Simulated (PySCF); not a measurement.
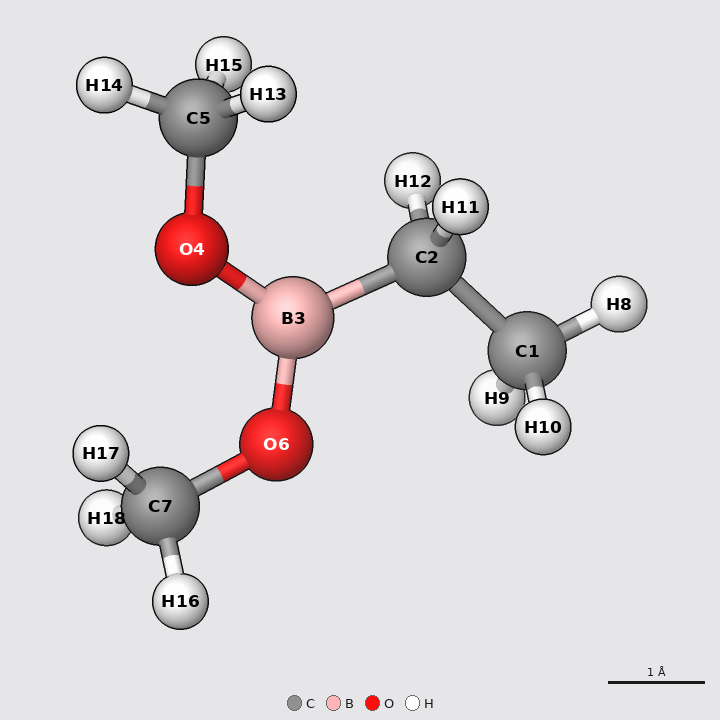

Numbered structure. Computed geometry: PBE0-D3(BJ)/def2-SVP optimisation. No frequency run is at hand to confirm it as a minimum.

> Describe the coordination of atom 2.

C2 has 4 neighbours (C1 at 1.52, B3 at 1.58, H11 at 1.11, H12 at 1.11 Å); the arrangement is tetrahedral.

> Describe the coordination of atom 7.

C7 has 4 neighbours (O6 at 1.40, H16 at 1.10, H17 at 1.10, H18 at 1.10 Å); the arrangement is tetrahedral.

> Describe the coordination of atom 4.

O4 has 2 neighbours (B3 at 1.37, C5 at 1.40 Å); the arrangement is bent.

> What is the geometry at B3?

B3 has 3 neighbours (C2 at 1.58, O4 at 1.37, O6 at 1.36 Å); the arrangement is trigonal planar.

> What is the dihedral angle C1–C2–B3–O4?

179° in size, that is anti.
